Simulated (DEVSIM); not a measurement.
Structure: Pt/HfO2/p-In0.53Ga0.47As capacitor, at 300 K.

| layer (left to right) | material | thickness (nm) | Na (cm⁻³) |
|---|---|---|---|
| 1 | HfO2 | 5.40 | - |
| 2 | In0.53Ga0.47As | 5400 | 5.5e15 |

Metal gate on the left, work function 5.6 eV. Fixed charge at the semiconductor interface 1.6e11 cm⁻² (in units of +e); no interface traps.

This is a model device: material constants are rounded textbook-type values typed into the input, and sizes, dopings and lifetimes were drawn at random. Values at 300 K.

```
parameter      HfO2  In0.53Ga0.47As
-------------  ----  --------------
gap (eV)        5.7            0.74
affinity (eV)   2.5            4.51
permittivity     22            13.9
Nc (cm⁻³)         -          2.1e17
Nv (cm⁻³)         -          7.7e18
```

Model (solved in DEVSIM): 1D Poisson equation in equilibrium, Boltzmann statistics, complete ionisation; no quantum confinement or tunnelling. Metal contacts follow the ideal Schottky-Mott rule: no Fermi-level pinning, no interface dipoles.

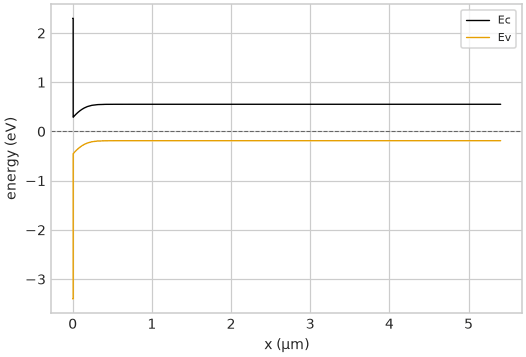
*Band edges at 0.8 V on the gate*

Energies count from the Fermi level of the right contact; mesh points crowd at the junctions.

```
x (μm)    Ec (eV)  Ev (eV)  n (cm⁻³)  p (cm⁻³)  field (V/cm)
--------  -------  -------  --------  --------  ------------
0.000       2.300   -3.400     < 1e2     < 1e2         -1500
0.001204    2.300   -3.400     < 1e2     < 1e2         -1500
0.002965    2.300   -3.400     < 1e2     < 1e2         -1500
0.004620    2.299   -3.401     < 1e2     < 1e2         -1500
0.006169    0.291   -0.449    2.8e12    2.2e11         18000
0.008591    0.295   -0.445    2.3e12    2.6e11         18000
0.01373     0.304   -0.436    1.6e12    3.7e11         18000
0.03230     0.336   -0.404    4.7e11    1.3e12         17000
0.06752     0.390   -0.350    5.9e10    1.0e13         14000
0.1422      0.475   -0.265     2.2e9    2.7e14          8700
0.3154      0.546   -0.194     1.4e8    4.2e15          1100
0.9244      0.553   -0.187     1.1e8    5.5e15           ≈ 0
2.079       0.553   -0.187     1.1e8    5.5e15           ≈ 0
3.782       0.553   -0.187     1.1e8    5.5e15           ≈ 0
4.857       0.553   -0.187     1.1e8    5.5e15           ≈ 0
5.163       0.553   -0.187     1.1e8    5.5e15           ≈ 0
5.295       0.553   -0.187     1.1e8    5.5e15           ≈ 0
5.357       0.553   -0.187     1.1e8    5.5e15           ≈ 0
5.390       0.553   -0.187     1.1e8    5.5e15           ≈ 0
5.399       0.553   -0.187     1.1e8    5.5e15           ≈ 0
5.403       0.553   -0.187     1.1e8    5.5e15           ≈ 0
5.405       0.553   -0.187     1.1e8    5.5e15           ≈ 0
```
